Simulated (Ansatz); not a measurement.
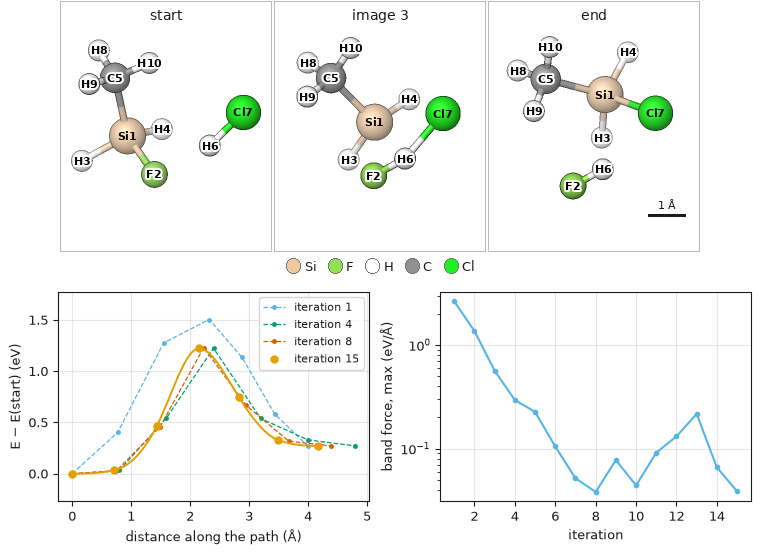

NEB run on CH₆ClFSi. Images are numbered from 0 (start) to 6 (end). The plot follows the band through its iterations. Style: ball-and-stick. Shown at a tilt.

These are results of Ansatz 0.2.0, UKS PBE-D4/def2-SVP, not measurements. Set-up: 5 movable images; climbing image; force threshold 0.05 eV/Å; iteration limit 60; starting path through a guess of the saddle point.

### Did the band converge, and can the barrier be trusted?

The result is final at these settings. The band converged in 15 iterations. The largest component of the band force went from 2.6 to 0.039 eV/Å. The climbing image converged on the top of the path. Its vibrational analysis gives one imaginary mode (372i cm⁻¹), as a transition state must have. The first iteration put the highest image at 1.50 eV. Forward barrier 1.22 eV, backward barrier 0.95 eV, with image 3 at the top; the reaction energy is +0.27 eV.
